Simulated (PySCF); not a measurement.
Reaction (SMILES): C#C (C2H2) + 3 [H][H] (H2) → 2 C (CH4)
B3LYP-D3(BJ)/def2-TZVP geometries, fixed; electronic energies without zero-point terms.
Largest species:
```
C
H 1 1.0892
H 1 1.0892 2 109.47
H 1 1.0892 2 109.47 3 120.00
H 1 1.0892 2 109.47 3 -120.00
```

Basis-set convergence of the energy of full hydrogenation at B3LYP with PySCF. All functions are spherical. Density fitting with generated auxiliary sets. No added dispersion term, no relativity. Functions are those of the species that has most. Reference: the value in def2-QZVPPD, -107.81 kcal/mol, itself unsure by roughly 0.08 kcal/mol (its mean distance from pcseg-3, def2-QZVPP, cc-pVQZ). Deviations are taken from unrounded values.

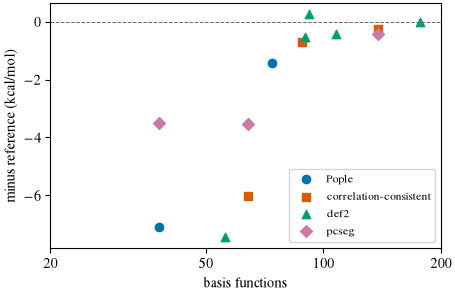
Fig. 1. Deviation from the reference against the number of basis functions, by family of sets.

```
basis            functions  energy of full hydrogenation (kcal/mol)  minus reference (kcal/mol)
---------------  ---------  ---------------------------------------  --------------------------
6-31G**                 38                                  -114.90                       -7.09
pcseg-1                 38                                  -111.33                       -3.52
def2-SVPD               56                                  -115.24                       -7.42
aug-cc-pVDZ             64                                  -113.82                       -6.01
aug-pcseg-1             64                                  -111.33                       -3.52
6-311++G(2d,2p)         74                                  -109.23                       -1.42
cc-pVTZ                 88                                  -108.52                       -0.71
def2-TZVPP              90                                  -108.34                       -0.53
def2-TZVPD              92                                  -107.56                        0.25
def2-TZVPPD            108                                  -108.25                       -0.44
aug-cc-pVTZ            138                                  -108.07                       -0.26
aug-pcseg-2            138                                  -108.24                       -0.43
def2-QZVPP             177                                  -107.83                       -0.02
```
